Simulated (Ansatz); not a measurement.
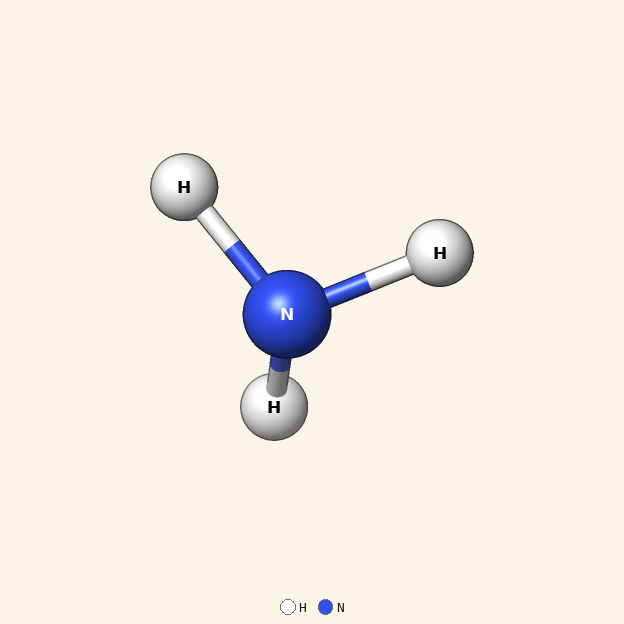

The picture shows a molecular structure as a ball-and-stick model. Every bond is drawn as one stick, whatever its order.

The computed structure is the end point of a PBE0-D4/def2-TZVP optimisation.

Description:

Formula NH3. This geometry has C3v symmetry. Coordination: 1 N trigonal pyramidal.

The parts below concern this one geometry. Atoms keep their numbers from picture to picture.

**Shape**

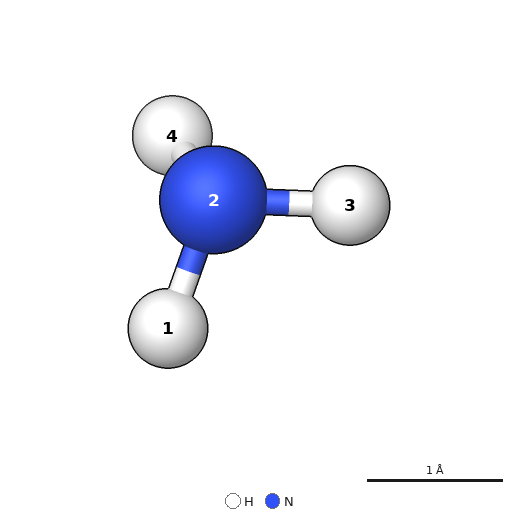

The atoms are numbered.

List the bonds and their lengths.

```
 bond  length (Å)
H1–N2       1.013
N2–H3       1.013
N2–H4       1.013
```

**Electronic properties**

Method: RKS PBE0-D4/def2-TZVP (Ansatz 0.2.0).

Predict the main results.

- dipole moment: 1.69 D
- harmonic zero-point energy: 90.5 kJ/mol

**Vibrations**

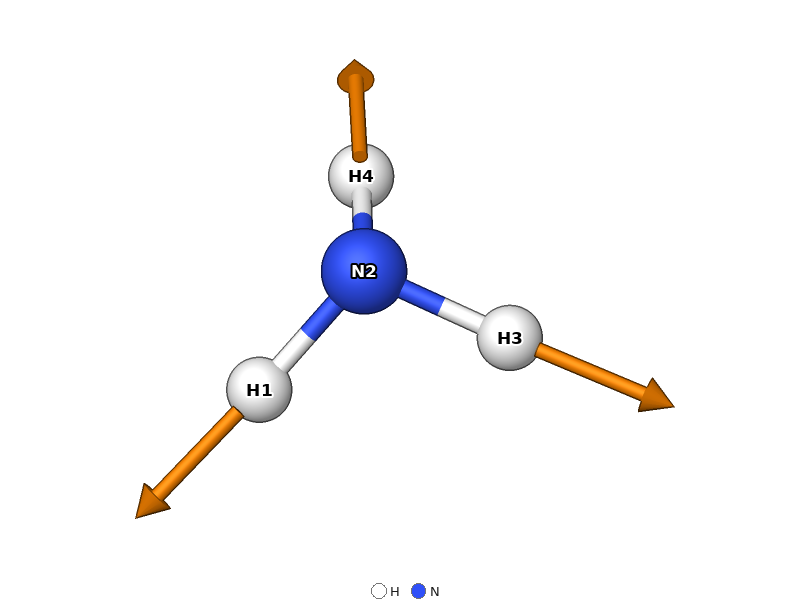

The arrows show one normal mode. Harmonic vibrations computed with RKS PBE0-D4/def2-TZVP (Ansatz 0.2.0) at a stationary point of the same level.

Question: What kind of motion is it?

Answer: Mostly in-phase stretching of 3 N–H bonds.

Question: Estimate its harmonic wavenumber.

Answer: 3502 cm⁻¹; it is mode 4 of 6 counted from the lowest.

**Thermal motion**

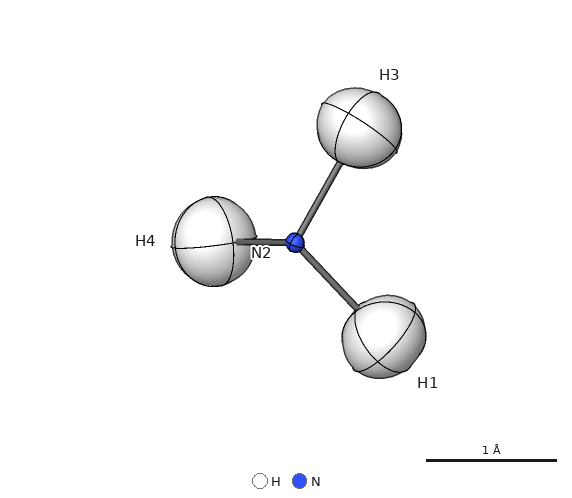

Displacement ellipsoids at the 50 % level, enlarged 3 times, from the internal vibrations of the free molecule (harmonic, no overall translation or rotation; no half-axis is drawn under 0.075 Å). Vibrations computed with RKS PBE0-D4/def2-TZVP (Ansatz 0.2.0). Temperature: 0 K (zero-point motion alone).

List U_eq and the three principal root-mean-square amplitudes for each kind of atom.

```json
{"atom": "H1, H3, H4", "U_eq (Å²)": "0.0051", "rms amplitudes (Å)": "0.066, 0.073, 0.074"}
{"atom": "N2", "U_eq (Å²)": "0.00011", "rms amplitudes (Å)": "0.008, 0.008, 0.014"}
```
